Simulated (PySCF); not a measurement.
**CCSDTQ/STO-6G run of CF2 (SMILES F[C]F)**

Aim: the energy change on altering one bond length of CF2 at CCSDTQ/STO-6G, from 2 runs. Input form: a Python script.

The results are computed with PySCF 2.14.0.

8 further runs of the same task are left out: 8 set aside as unsound or not needed.

### Step 1. The system as given

CF2: 3 atoms, total charge 0, spin state singlet. As SMILES, `F[C]F`. The coordinates come from a GFN2-xTB relaxation.

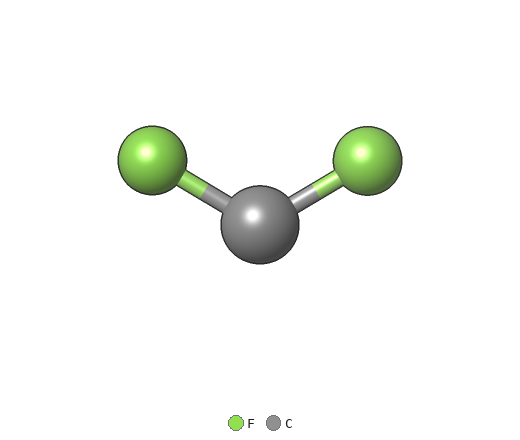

The structure, seen from a chosen angle (fluorine green, carbon grey).

### Step 2. The energy at CCSDTQ/STO-6G

Contents of input.py:

```python
# F[C]F
from pyscf import gto, cc

mol = gto.Mole()
mol.atom = '''
F        0.396940       1.032800       0.332770
C        0.326820      -0.272180       0.149730
F       -0.723760      -0.760620      -0.482500
'''
mol.basis = 'sto-6g'
mol.verbose = 3
mol.max_memory = 1860
mol.build()

myscf = mol.RHF()
myscf.conv_tol = 1e-10
myscf.kernel()
if not myscf.converged:
    myscf = myscf.newton().run(myscf.mo_coeff, myscf.mo_occ)

mycc = cc.CCSDTQ(myscf, frozen=3)
mycc.kernel()
etot = mycc.e_tot
print('Final energy', etot)
```

Command:

```sh
OMP_NUM_THREADS=1 python input.py
```

The program printed:

```text
converged SCF energy = -235.601985307267
_make_eris_incore_RCCSDTQ
RCCSDTQ converged
E(RCCSDTQ) = -235.7239644326882   E_corr = -0.1219791254211222
E_corr(same-spin) = -0.0251971593563927
E_corr(oppo-spin) = -0.0967819660647295
Final energy -235.72396443268818
```

It took 7.8 s on 1 thread of Arm Neoverse V2, shared host; peak memory 0.13 GiB.

### Step 3. The distorted shape, same level

Contents of input.xyz:

```xyz
3
CF2
F      0.607039     1.130480     0.459206
C      0.536919    -0.174500     0.276166
F     -0.723760    -0.760620    -0.482500
```

Contents of calc.py:

```python
from pyscf import gto, cc

mol = gto.M(
    atom='input.xyz',
    max_memory=1860,
    verbose=3,
    spin=0,
    basis='sto-6g',
)

mf = mol.RHF()
mf.conv_tol = 1e-10
mf.kernel()
if not mf.converged:
    mf = mf.newton().run(mf.mo_coeff, mf.mo_occ)

mycc = cc.CCSDTQ(mf, frozen=3)
mycc.kernel()
etot = mycc.e_tot
print('E = %.10f Eh' % etot)
```

Command:

```sh
OMP_NUM_THREADS=1 python calc.py
```

The program printed:

```text
converged SCF energy = -235.551017143882
_make_eris_incore_RCCSDTQ
RCCSDTQ converged
E(RCCSDTQ) = -235.6975978625778   E_corr = -0.1465807186955067
E_corr(same-spin) = -0.0269822770471914
E_corr(oppo-spin) = -0.119598441648315
E = -235.6975978626 Eh
```

Run time: 9.9 s. Hardware: 1 thread of Arm Neoverse V2, shared host; peak memory 0.13 GiB.

### Step 4. Summary of results

Level: CCSDTQ/STO-6G, 3 core orbitals frozen.

| quantity | value |
| --- | --- |
| first shape: total energy | -235.72396 Eh |
| first shape: dipole moment (Hartree–Fock density) | 0.99 D |
| first shape: HOMO energy (Hartree–Fock orbitals) | -8.54 eV |
| first shape: LUMO energy (Hartree–Fock orbitals) | 6.43 eV |
| first shape: HOMO–LUMO gap (Hartree–Fock orbitals) | 14.97 eV |
| first shape: correlation energy (3 core orbitals frozen) | -122.0 mEh |
| first shape: T1 diagnostic | 0.021 |
| distorted shape: total energy | -235.69760 Eh |
| distorted shape: dipole moment (Hartree–Fock density) | 1.06 D |
| distorted shape: HOMO energy (Hartree–Fock orbitals) | -8.84 eV |
| distorted shape: LUMO energy (Hartree–Fock orbitals) | 5.49 eV |
| distorted shape: HOMO–LUMO gap (Hartree–Fock orbitals) | 14.33 eV |
| distorted shape: correlation energy (3 core orbitals frozen) | -146.6 mEh |
| distorted shape: T1 diagnostic | 0.032 |
| energy change with the C2–F3 bond stretched from 1.320 to 1.584 Å | 0.717 eV |

What this shows: With the C2–F3 bond stretched from 1.320 to 1.584 Å the energy rises by 0.72 eV (69.2 kJ/mol). The first shape isn't relaxed at this level, so the change isn't measured from a minimum. The minimal basis adds a large error of its own. Mulliken charges (first shape) of the mean-field density run from -0.14 on F3 to +0.27 on C2; they depend strongly on the basis. Mulliken charges (distorted shape) of the mean-field density run from -0.16 on F3 to +0.27 on C2.
